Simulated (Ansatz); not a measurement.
# CH₄AlBN+: geometry optimisation

The task: find the minimum of CH₄AlBN+ nearest to the start.

The runs use Ansatz 0.2.0; RKS BHLYP-D4/def2-SVP.

**1. The system as given**

SMILES `[BH2][AlH][C]#[NH+]`, 8 atoms, charge 1, spin multiplicity 1.

Atoms are counted from 1 here; the program's logs count them from 0.

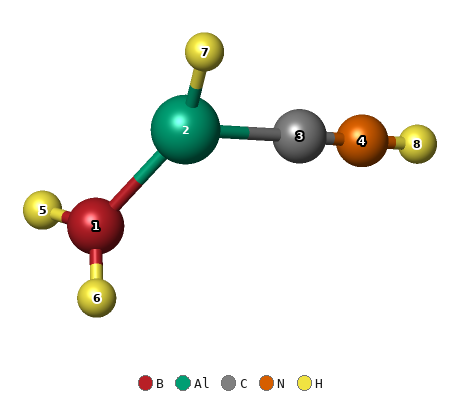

The starting geometry (boron red, aluminium teal, carbon grey, nitrogen orange, hydrogen yellow); atoms are numbered from 1 in the order of the file.

As a file:

```xyz
8
CH4AlBN
B    -0.5861    1.9206    0.2698
Al    0.7393    0.3332    0.7347
C     0.2162   -1.3878   -0.3640
N    -0.0858   -2.3304   -0.9785
H    -0.3349    2.6825   -0.6407
H    -1.6029    2.0800    0.9126
H     1.9952   -0.1328    1.5787
H    -0.3411   -3.1653   -1.5127
```

**2. Relaxation**

Contents of input.yaml:

```yaml
crystal:
  periodic: [false, false, false]
  atoms:
    - { symbol: B, position_ang: [-0.586062, 1.920625, 0.269848] }
    - { symbol: Al, position_ang: [0.739322, 0.333154, 0.734704] }
    - { symbol: C, position_ang: [0.216191, -1.387796, -0.363995] }
    - { symbol: "N", position_ang: [-0.085767, -2.330371, -0.978468] }
    - { symbol: H, position_ang: [-0.334885, 2.682472, -0.640673] }
    - { symbol: H, position_ang: [-1.602912, 2.079981, 0.912621] }
    - { symbol: H, position_ang: [1.995221, -0.132807, 1.578712] }
    - { symbol: H, position_ang: [-0.341098, -3.165258, -1.51274] }
total_charge: 1
basis:
  gaussian: { orbitals: def2-SVP }
hamiltonian:
  xc: { name: BHLYP }
  dispersion: d4
output:
  forces: true
relax:
  f_tol: 0.003
  max_steps: 120
```

On the command line:

```sh
> ansatz run input.yaml --threads 1 --pin off --max-ram 2560MiB --backend cpu --events-out ev --progress --plain --runs-dir out
```

What does the calculation give? Wanted: energy gained; root mean square move.

**Answer**, as computed:

| quantity | value |
| --- | --- |
| energy gained | 0.0588 eV |
| root mean square move | 0.026 Å |

What this shows: Bond lengths: B1–Al2 2.113 Å, B1–H5 1.195 Å, B1–H6 1.195 Å, Al2–C3 2.116 Å, Al2–H7 1.554 Å, C3–N4 1.141 Å, N4–H8 1.009 Å. Angles: Al2–B1–H5 120.5°, Al2–B1–H6 120.5°, H5–B1–H6 119.0°, B1–Al2–C3 110.7°, B1–Al2–H7 146.2°, C3–Al2–H7 103.2°, Al2–C3–N4 179.6°, C3–N4–H8 179.5°. No frequencies were computed here.
